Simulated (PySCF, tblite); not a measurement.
# C₅H₈F₃N: a rotation path, then NMR shifts on frames, part 2 of 2

tblite 0.8.0 and PySCF 2.14.0. Atoms count from 0.

## Step 5: Shielding tensors: image 4, PBE0/pcSseg-1

What the job is given:

```
{"job": {"kind": "nmr", "xc": "PBE0", "basis": "pcSseg-1", "pop": false}, "charge": 0, "multiplicity": 1}
C      2.346200     0.361300     0.508200
C      1.328800    -0.087300    -0.531700
C     -0.064700     0.488300    -0.252900
C     -1.164400    -0.530600    -0.133200
N     -1.175000    -1.772400    -0.279700
C     -2.509400     0.091400     0.234800
F     -3.512500    -0.778300     0.259500
F     -2.462700     0.673800     1.447300
F     -2.852300     1.064300    -0.630200
H      3.313800    -0.089700     0.308400
H      2.461000     1.441900     0.489200
H      2.029800     0.063800     1.505400
H      1.664100     0.218600    -1.523000
H      1.295700    -1.179700    -0.530700
H     -0.055700     1.058200     0.681800
H     -0.361700     1.191800    -1.036800
H     -0.288100    -2.203300    -0.526100
```

Level: GIAO PBE0/pcSseg-1 NMR shielding, non-relativistic, gas phase.

What it wrote:

```text
coarse grid: 14712 points
cycle   1  E = -548.7525027929  dE =  1.288e+00  |g| = 9.625e-01  |ddm| = 3.616e+00
cycle   2  E = -548.5301926439  dE =  2.223e-01  |g| = 1.522e+00  |ddm| = 1.514e+00
cycle   3  E = -548.9163184824  dE = -3.861e-01  |g| = 1.551e-01  |ddm| = 9.682e-01
cycle   4  E = -548.9205181282  dE = -4.200e-03  |g| = 8.160e-02  |ddm| = 1.767e-01
cycle   5  E = -548.9218867706  dE = -1.369e-03  |g| = 1.722e-02  |ddm| = 8.455e-02
cycle   6  E = -548.9219442607  dE = -5.749e-05  |g| = 3.734e-03  |ddm| = 1.711e-02
cycle   7  E = -548.9219472299  dE = -2.969e-06  |g| = 5.360e-04  |ddm| = 3.397e-03
final grid: 144824 points
cycle   8  E = -548.9919614016  dE = -5.688e-05  |g| = 8.755e-03  |ddm| = 3.057e-02
cycle   9  E = -548.9919553113  dE =  6.090e-06  |g| = 1.065e-02  |ddm| = 1.498e-02
cycle  10  E = -548.9919793523  dE = -2.404e-05  |g| = 8.402e-04  |ddm| = 7.693e-03
cycle  11  E = -548.9919794565  dE = -1.042e-07  |g| = 2.857e-04  |ddm| = 7.030e-04
cycle  12  E = -548.9919794681  dE = -1.169e-08  |g| = 1.345e-04  |ddm| = 3.133e-04
cycle  13  E = -548.9919794717  dE = -3.597e-09  |g| = 3.796e-05  |ddm| = 1.384e-04
cycle  14  E = -548.9919794720  dE = -2.799e-10  |g| = 7.925e-06  |ddm| = 3.176e-05
converged SCF energy = -548.9919794720

GIAO shielding tensors (ppm)
atom      isotropic    diamagn.    paramagn.     s11        s22        s33       span
  0 C      169.223     246.570     -77.347    151.103    169.662    186.905     35.802
  1 C      171.878     247.817     -75.940    163.850    172.530    179.252     15.402
  2 C      151.463     253.004    -101.542    129.801    148.636    175.952     46.151
  3 C       14.678     255.834    -241.155   -106.171     38.318    111.888    218.059
  4 N      -80.332     322.410    -402.742   -437.454    -81.655    278.114    715.567
  5 C       57.082     244.918    -187.836     48.416     50.797     72.032     23.616
  6 F      270.041     465.644    -195.603    191.380    279.531    339.211    147.830
  7 F      257.797     474.526    -216.730    170.388    253.726    349.276    178.888
  8 F      259.092     473.954    -214.862    172.050    256.680    348.547    176.498
  9 H       30.495      28.132       2.363     25.526     27.592     38.368     12.842
 10 H       30.561      29.418       1.143     26.235     28.701     36.747     10.513
 11 H       30.927      30.453       0.473     26.726     29.595     36.460      9.734
 12 H       30.233      31.165      -0.932     25.019     28.465     37.216     12.196
 13 H       30.213      33.808      -3.595     24.998     30.067     35.574     10.576
 14 H       29.639      33.390      -3.750     23.656     31.845     33.417      9.762
 15 H       28.769      32.008      -3.238     22.645     29.880     33.783     11.138
 16 H       19.842      34.914     -15.071      9.418     22.195     27.914     18.496
```

It took 14 s on 1 thread of AMD EPYC 9R45, shared host; peak memory 0.91 GiB.

This run: δ C3 172.2, C5 129.8, C2 35.5, C0 17.7, H16 11.87, H15 2.95 ppm.

## Step 6: Shielding tensors: image 6, PBE0/pcSseg-1

What the job is given:

```
{"job": {"kind": "nmr", "xc": "PBE0", "basis": "pcSseg-1", "pop": false}, "charge": 0, "multiplicity": 1}
C      2.225400     0.177800     0.571100
C      1.338000     0.033800    -0.658200
C     -0.077100     0.561700    -0.403800
C     -1.093200    -0.491800    -0.057700
N     -1.018700    -1.739400    -0.014000
C     -2.463200     0.091000     0.283800
F     -3.398900    -0.828300     0.491700
F     -2.406800     0.853500     1.391300
F     -2.913200     0.895700    -0.697500
H      3.211900    -0.233200     0.377700
H      2.339600     1.227800     0.830600
H      1.795000    -0.341800     1.423900
H      1.784900     0.581900    -1.487800
H      1.302000    -1.016300    -0.960200
H     -0.062400     1.282800     0.419700
H     -0.457200     1.098000    -1.279400
H     -0.113300    -2.141300    -0.241100
```

With the program's defaults for keys left out, this is: GIAO PBE0/pcSseg-1 NMR shielding, non-relativistic, gas phase.

What it wrote:

```text
coarse grid: 14712 points
cycle   1  E = -548.7531204980  dE =  1.284e+00  |g| = 9.622e-01  |ddm| = 3.615e+00
cycle   2  E = -548.5309075993  dE =  2.222e-01  |g| = 1.521e+00  |ddm| = 1.513e+00
cycle   3  E = -548.9168064094  dE = -3.859e-01  |g| = 1.554e-01  |ddm| = 9.688e-01
cycle   4  E = -548.9210153632  dE = -4.209e-03  |g| = 8.177e-02  |ddm| = 1.767e-01
cycle   5  E = -548.9223884766  dE = -1.373e-03  |g| = 1.694e-02  |ddm| = 8.411e-02
cycle   6  E = -548.9224435787  dE = -5.510e-05  |g| = 3.894e-03  |ddm| = 1.698e-02
cycle   7  E = -548.9224468255  dE = -3.247e-06  |g| = 5.451e-04  |ddm| = 3.609e-03
final grid: 144824 points
cycle   8  E = -548.9936353203  dE = -5.591e-05  |g| = 8.756e-03  |ddm| = 2.775e-02
cycle   9  E = -548.9936285461  dE =  6.774e-06  |g| = 1.084e-02  |ddm| = 1.487e-02
cycle  10  E = -548.9936529599  dE = -2.441e-05  |g| = 8.901e-04  |ddm| = 7.726e-03
cycle  11  E = -548.9936530783  dE = -1.184e-07  |g| = 3.404e-04  |ddm| = 8.042e-04
cycle  12  E = -548.9936530968  dE = -1.845e-08  |g| = 1.503e-04  |ddm| = 3.783e-04
cycle  13  E = -548.9936531010  dE = -4.207e-09  |g| = 3.789e-05  |ddm| = 1.384e-04
cycle  14  E = -548.9936531013  dE = -2.854e-10  |g| = 7.887e-06  |ddm| = 3.190e-05
converged SCF energy = -548.9936531013

GIAO shielding tensors (ppm)
atom      isotropic    diamagn.    paramagn.     s11        s22        s33       span
  0 C      169.773     247.084     -77.311    152.145    169.829    187.345     35.199
  1 C      171.064     248.091     -77.026    162.091    170.610    180.492     18.401
  2 C      151.317     252.941    -101.623    133.707    148.261    171.984     38.276
  3 C       14.267     255.842    -241.575   -106.876     37.730    111.946    218.821
  4 N      -78.589     323.275    -401.864   -436.329    -78.746    279.308    715.637
  5 C       57.040     244.755    -187.716     48.544     50.763     71.811     23.267
  6 F      270.151     466.150    -196.000    191.128    280.171    339.152    148.024
  7 F      258.262     474.380    -216.118    170.601    254.923    349.261    178.661
  8 F      258.595     473.618    -215.023    171.438    255.412    348.935    177.496
  9 H       30.570      28.385       2.185     25.736     27.552     38.423     12.687
 10 H       30.803      29.683       1.121     26.505     28.806     37.098     10.593
 11 H       30.916      30.997      -0.082     26.578     30.150     36.020      9.442
 12 H       30.089      30.855      -0.766     24.494     28.517     37.256     12.762
 13 H       30.191      33.334      -3.143     26.121     29.234     35.218      9.097
 14 H       29.584      33.037      -3.453     24.344     31.420     32.989      8.645
 15 H       28.800      31.799      -2.999     22.429     29.779     34.191     11.762
 16 H       19.840      35.107     -15.266      9.433     22.358     27.731     18.298
```

Run time: 14 s. Hardware: 1 thread of AMD EPYC 9R45, shared host; peak memory 0.91 GiB.

Key values: δ C3 172.7, C5 129.9, C2 35.6, C0 17.2, H16 11.88, H15 2.92 ppm.

## Step 7: NMR shieldings: image 8, PBE0/pcSseg-1

What the job is given:

```
{"job": {"kind": "nmr", "xc": "PBE0", "basis": "pcSseg-1", "pop": false}, "charge": 0, "multiplicity": 1}
C      2.079900    -0.013400     0.605400
C      1.350500     0.155400    -0.723500
C     -0.092800     0.619100    -0.533400
C     -1.014900    -0.441400    -0.002700
N     -0.849400    -1.669500     0.169700
C     -2.399500     0.098600     0.344200
F     -3.229200    -0.816600     0.831100
F     -2.327200     1.089400     1.252300
F     -2.991000     0.631500    -0.742200
H      3.087700    -0.385100     0.438000
H      2.149800     0.941600     1.120700
H      1.559000    -0.711100     1.257000
H      1.874300     0.898700    -1.326600
H      1.364600    -0.782800    -1.284400
H     -0.125400     1.475500     0.146500
H     -0.511400     0.955000    -1.488300
H      0.068000    -2.032700    -0.073500
```

Level: GIAO PBE0/pcSseg-1 NMR shielding, non-relativistic, gas phase.

What it wrote:

```text
coarse grid: 14712 points
cycle   1  E = -548.7560719583  dE =  1.283e+00  |g| = 9.608e-01  |ddm| = 3.618e+00
cycle   2  E = -548.5352526200  dE =  2.208e-01  |g| = 1.518e+00  |ddm| = 1.512e+00
cycle   3  E = -548.9191100537  dE = -3.839e-01  |g| = 1.560e-01  |ddm| = 9.696e-01
cycle   4  E = -548.9233508565  dE = -4.241e-03  |g| = 8.194e-02  |ddm| = 1.783e-01
cycle   5  E = -548.9247281579  dE = -1.377e-03  |g| = 1.663e-02  |ddm| = 8.485e-02
cycle   6  E = -548.9247806130  dE = -5.246e-05  |g| = 4.025e-03  |ddm| = 1.700e-02
cycle   7  E = -548.9247840823  dE = -3.469e-06  |g| = 5.563e-04  |ddm| = 3.792e-03
final grid: 144824 points
cycle   8  E = -548.9962099494  dE = -6.930e-05  |g| = 9.211e-03  |ddm| = 4.117e-02
cycle   9  E = -548.9962025462  dE =  7.403e-06  |g| = 1.132e-02  |ddm| = 1.600e-02
cycle  10  E = -548.9962294249  dE = -2.688e-05  |g| = 9.947e-04  |ddm| = 8.351e-03
cycle  11  E = -548.9962295745  dE = -1.497e-07  |g| = 4.327e-04  |ddm| = 1.028e-03
cycle  12  E = -548.9962296087  dE = -3.412e-08  |g| = 1.765e-04  |ddm| = 5.028e-04
cycle  13  E = -548.9962296142  dE = -5.520e-09  |g| = 4.009e-05  |ddm| = 1.475e-04
cycle  14  E = -548.9962296145  dE = -3.170e-10  |g| = 8.085e-06  |ddm| = 3.537e-05
converged SCF energy = -548.9962296145

GIAO shielding tensors (ppm)
atom      isotropic    diamagn.    paramagn.     s11        s22        s33       span
  0 C      172.610     248.193     -75.583    157.526    172.199    188.105     30.579
  1 C      168.527     248.359     -79.832    160.176    167.989    177.417     17.241
  2 C      151.623     253.317    -101.694    138.795    148.196    167.878     29.083
  3 C       13.304     256.317    -243.013   -108.242     35.930    112.225    220.468
  4 N      -83.418     324.110    -407.529   -440.890    -82.485    273.120    714.010
  5 C       57.128     244.629    -187.502     48.615     51.235     71.533     22.919
  6 F      272.276     466.740    -194.464    192.182    284.709    339.937    147.755
  7 F      259.568     474.534    -214.967    172.054    257.606    349.042    176.988
  8 F      256.126     473.023    -216.897    169.026    252.473    346.880    177.854
  9 H       30.564      28.730       1.833     25.905     27.511     38.276     12.371
 10 H       30.977      30.168       0.809     26.702     28.769     37.460     10.758
 11 H       30.808      31.779      -0.971     25.940     31.301     35.184      9.244
 12 H       30.005      30.502      -0.498     24.561     28.460     36.992     12.431
 13 H       30.145      32.541      -2.396     26.565     28.285     35.585      9.020
 14 H       29.295      32.734      -3.439     24.440     30.415     33.029      8.589
 15 H       29.009      31.499      -2.490     23.087     29.549     34.392     11.305
 16 H       20.005      35.208     -15.203      9.178     22.908     27.930     18.752
```

Wall time 14 s (1 thread of AMD EPYC 9R45, shared host); peak memory 0.91 GiB.

In short: δ C3 173.6, C5 129.8, C2 35.3, C1 18.4, H16 11.71, H15 2.71 ppm.

## Step 8: Comparing the runs: NMR shifts

Shifts (ppm) of some atoms, chosen among heavy atoms and hydrogens apart, with basis size and wall time:

| frame | C1 | C0 | H15 | H10 | N4 | F8 | F6 | functions | time |
| --- | --- | --- | --- | --- | --- | --- | --- | --- | --- |
| image 0 | 19.7 | 15.5 | 2.47 | 1.05 | 354.7 | -87.5 | -101.9 | 193 | 14 s |
| image 2 | 17.6 | 16.5 | 2.81 | 1.21 | 352.2 | -87.7 | -100.7 | 193 | 14 s |
| image 4 | 15.0 | 17.7 | 2.95 | 1.16 | 348.1 | -88.1 | -99.1 | 193 | 14 s |
| image 6 | 15.9 | 17.2 | 2.92 | 0.91 | 346.3 | -87.6 | -99.2 | 193 | 14 s |
| image 8 | 18.4 | 14.3 | 2.71 | 0.74 | 351.1 | -85.2 | -101.3 | 193 | 14 s |

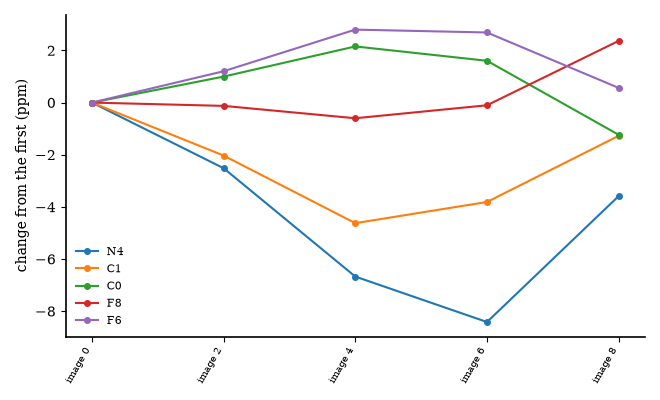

How five of the tabulated atoms move from run to run.

## Step 9: Summary of results

What follows sums up all 2 parts.

```
                                         quantity                                                value
                                          barrier                   0.119 eV (2.7 kcal/mol) at image 4
                            end to end (GFN2-xTB)                                             0.015 eV
  13C shifts against TMS (PBE0/pcSseg-1, image 0)                   174.9, 129.8, 37.9, 19.7, 15.5 ppm
   1H shifts against TMS (PBE0/pcSseg-1, image 0)  11.70, 2.47, 2.42, 1.45, 1.38, 1.32, 1.05, 1.03 ppm
  15N shifts against NH3 (PBE0/pcSseg-1, image 0)                                            354.7 ppm
19F shifts against CFCl3 (PBE0/pcSseg-1, image 0)                             -86.4, -87.5, -101.9 ppm
                         range of the shift of N4                                   346.3 to 354.7 ppm
```

**Reading.** Along the band the dihedral turns by 106°, and the top (dihedral -124°) lies 2.7 kcal/mol above the start (GFN2-xTB, rough), so at room temperature this motion is fast. Ends this close can change order at a higher level. The top was not checked by a frequency run. Shifts at one fixed geometry are not the observed spectrum, which averages over the motion. In the first frame run (image 0): Shielding is most anisotropic at N4 (span 717 ppm, paramagnetic term -410 ppm). Across the 5 runs the shift of N4 moves most, between 346.3 (image 6) and 354.7 ppm (image 0).
